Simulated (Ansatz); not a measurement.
# GeH2O: one change and its effect

System: GeH2O.
Method of run 1: RHF-CCSD(T), frozen core with filled d shells/def2-TZVPP (Ansatz 0.2.0).

The geometry: displaced from a GFN2-xTB structure. Text and figures count atoms from 1; the logs count them from 0 in places.

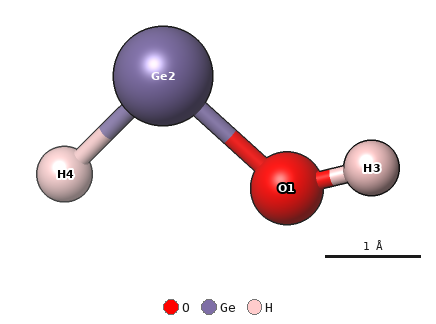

The structure (ball-and-stick view, seen at a tilt; atoms are numbered from 1 in the order of the input). Sticks mark near contacts. Bond lengths as drawn: Ge–H 1.65 Å, Ge–O 1.77 Å and H–O 0.97 Å.

**The input, run 1**
```yaml
crystal:
  periodic: [false, false, false]
  atoms:
    - {symbol: O, position_ang: [-0.073100, -0.627500, 0.478200]}
    - {symbol: Ge, position_ang: [0.538200, 0.572700, -0.665300]}
    - {symbol: H, position_ang: [0.502800, -1.357800, 0.767600]}
    - {symbol: H, position_ang: [-0.914400, 1.348900, -0.640500]}
basis:
  gaussian: {orbitals: def2-TZVPP}
correlation: {method: ccsd_t, frozen_orbitals: {Ge: 14, H: 0, O: 1}}
output: {forces: true}
```

Hardware: 4 CPU threads, shared host.

**Output (run 1)**
```
Functional definition: HF
  exchange = exact_x
  correlation = 0
678 factors; integrals over basis functions are off by at most 5.8e-4 eV
mean field evaluation 1: about -58540.4753 eV, gradient 3.7e1 eV
mean field evaluation 2: about -58540.5506 eV, gradient 3.7e1 eV
mean field evaluation 4: about -58543.1320 eV, gradient 2.3e0 eV
mean field evaluation 8: about -58543.1634 eV, gradient 2.4e-1 eV
mean field evaluation 16: about -58540.4754 eV, gradient 3.7e1 eV
mean field -58543.16359142 eV, -2151.4215800031 hartree, gradient 1.8e-6 eV, S^2 0.000000; 0 other end points of the search recorded, 0 dependent functions left out
15 core orbitals not correlated: weight in the atoms' cores, before any rotation towards them, 0.994 or more for the frozen orbitals, at most 0.009 for the correlated occupied ones
reference -58543.16359142 eV, -2151.4215800031 hartree; 6, 6 occupied and 86, 86 virtual orbitals, 678 factors
second order -9.37623839 eV of doubles, -0.00000000 eV of singles
cycle   1  -9.46037573 eV  change   -8.4e-2 eV  update   8.8e-2
cycle   2  -9.74585654 eV  change   -2.9e-1 eV  update   3.1e-2
cycle   3  -9.84225392 eV  change   -9.6e-2 eV  update   1.9e-2
cycle   4  -9.82987731 eV  change    1.2e-2 eV  update   5.0e-3
cycle   5  -9.82950221 eV  change    3.8e-4 eV  update   2.4e-3
cycle   6  -9.83015593 eV  change   -6.5e-4 eV  update   7.8e-4
cycle   7  -9.82967723 eV  change    4.8e-4 eV  update   3.4e-4
cycle   8  -9.82968362 eV  change   -6.4e-6 eV  update   1.1e-4
cycle   9  -9.82972602 eV  change   -4.2e-5 eV  update   3.7e-5
cycle  10  -9.82971352 eV  change    1.3e-5 eV  update   1.2e-5
cycle  11  -9.82971994 eV  change   -6.4e-6 eV  update   5.3e-6
cycle  12  -9.82972149 eV  change   -1.6e-6 eV  update   1.7e-6
perturbative correction -0.36006170 eV, -0.0132320234 hartree
the calculation of the forces begins
Total energy: -58553.35337461 eV, -2151.7960476285 hartree
Atom 0 at    -0.073100    -0.627500     0.478200 Å, force    -0.175633    -1.275253     0.993452 eV/Å
Atom 1 at     0.538200     0.572700    -0.665300 Å, force    -0.137393     0.762176    -0.515625 eV/Å
Atom 2 at     0.502800    -1.357800     0.767600 Å, force    -0.197448     0.673110    -0.393656 eV/Å
Atom 3 at    -0.914400     1.348900    -0.640500 Å, force     0.510474    -0.160033    -0.084170 eV/Å
Dipole moment:     0.278525    -0.140890    -0.014831 e Å
```

For run 2 the input was changed thus:
```diff
-correlation: {method: ccsd_t, frozen_orbitals: {Ge: 14, H: 0, O: 1}}
+hamiltonian: {xc: {name: B97M-V}}
```

What does this change do to the results?

The total energies belong to different methods, so their difference says nothing on which is more stable or more accurate. The largest force goes from 1.626 to 1.264 eV/Å. The dipole moment goes from 1.50 to 1.65 D.

**Output (run 2)**
```
Functional definition: B97M-V
  parameter cx00 = 1.000
  parameter cx01 = 1.308
  parameter cx02 = 1.901
  parameter cx10 = 0.416
  parameter cx11 = 3.070
  parameter css00 = 1.000
  parameter css02 = -1.855
  parameter css10 = -5.668
  parameter css32 = -20.497
  parameter css42 = -20.364
  parameter cos00 = 1.000
  parameter cos01 = 1.573
  parameter cos03 = -6.298
  parameter cos10 = 2.535
  parameter cos32 = -6.427
  parameter b = 6.0
  parameter c = 0.01
  gx(w, u) = cx00 + cx01*u + cx02*u^2 + (cx10 + cx11*u)*w
  gss(w, u) = css00 + css02*u^2 + css10*w + (css32*w^3 + css42*w^4)*u^2
  gos(w, u) = cos00 + cos01*u + cos03*u^3 + cos10*w + cos32*w^3*u^2
  exchange = spin_sum(e_x_unif_s*gx(b97_w, b97_u_x))
  correlation = spin_sum(e_c_pw_mod_same_spin*gss(b97_w, b97_u_same))
      + integral(e_c_pw_mod_opposite_spin*gos(b97_w_opposite, b97_u_opposite)) + vv10(b, c)
627 factors; their error is unknown
mean field evaluation 1: about -58580.9884 eV, gradient 6.0e1 eV
mean field evaluation 2: about -58509.7004 eV, gradient 1.6e2 eV
mean field evaluation 4: about -58587.1118 eV, gradient 6.8e0 eV
mean field evaluation 8: about -58587.2758 eV, gradient 2.1e-1 eV
mean field evaluation 16: about -58587.2638 eV, gradient 2.1e-5 eV
mean field -58587.26376942 eV, -2153.0422316526 hartree, gradient 2.1e-5 eV, S^2 0.000000; 0 other end points of the search recorded, 0 dependent functions left out
the calculation of the forces begins
reference -58587.26380890 eV, -2153.0422331033 hartree; 21, 21 occupied and 86, 86 virtual orbitals, 627 factors
Total energy: -58587.26380890 eV, -2153.0422331033 hartree
Atom 0 at    -0.073100    -0.627500     0.478200 Å, force     0.076996    -1.041362     0.712411 eV/Å
Atom 1 at     0.538200     0.572700    -0.665300 Å, force    -0.210506     0.382835    -0.203985 eV/Å
Atom 2 at     0.502800    -1.357800     0.767600 Å, force    -0.299754     0.806206    -0.447198 eV/Å
Atom 3 at    -0.914400     1.348900    -0.640500 Å, force     0.433264    -0.147679    -0.061228 eV/Å
Dipole moment:     0.300821    -0.165041    -0.006130 e Å
```

**The two runs side by side**

| quantity | run 1 | run 2 |
| --- | --- | --- |
| outcome | converged | converged |
| total energy (hartree) | −2151.796048 | −2153.042233 |
| dipole moment (D) | 1.50 | 1.65 |
| largest force (eV/Å) | 1.626 | 1.264 |
| basis functions | 107 | 107 |
| wall time (shared host) | 5.5 s | 2.2 s |
